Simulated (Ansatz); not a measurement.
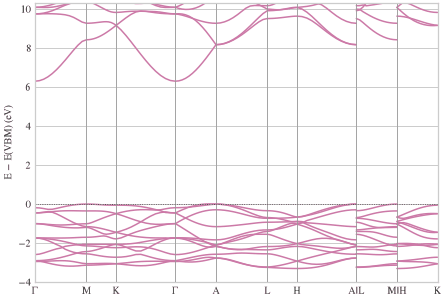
Fig. 1. Band structure from plane-wave PAW r²SCAN (Ansatz code)

**Question.** Read off the gap and where the band edges lie.

**Answer.** About 6.3 eV (6.29 eV by a search for the band edges); maximum on the Γ–A line, 85 % of the way from Γ, minimum at Γ.

The material is SiO2 in space group P6_422 (No. 181; Si on 3c, O on 6j).

This is a known high-temperature phase of the composition, computed here at zero pressure and temperature. The cell was relaxed with r²SCAN under the symmetry of its start; its stability against distortions is not shown here.

Potentials: the later of the program's two PAW sets.
